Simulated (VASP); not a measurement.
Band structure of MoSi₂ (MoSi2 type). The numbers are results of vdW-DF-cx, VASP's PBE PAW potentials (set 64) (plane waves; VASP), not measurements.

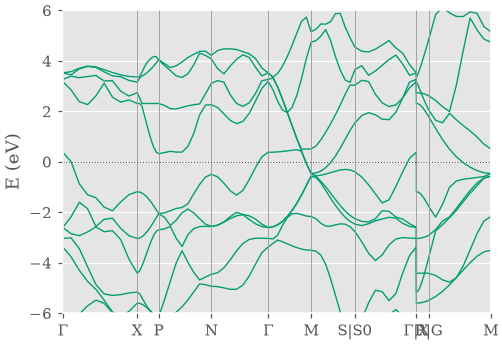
Figure. Bands along high-symmetry lines, zero at the valence-band maximum or, without a gap, the Fermi level

Q: Read the plot: is there a gap, and where are the band edges?

A: It has no gap at this level: it comes out as a metal or semimetal. (Edges off the drawn lines would not show.)

The compound is MoSi2 in the MoSi2 type structure. It was relaxed first.
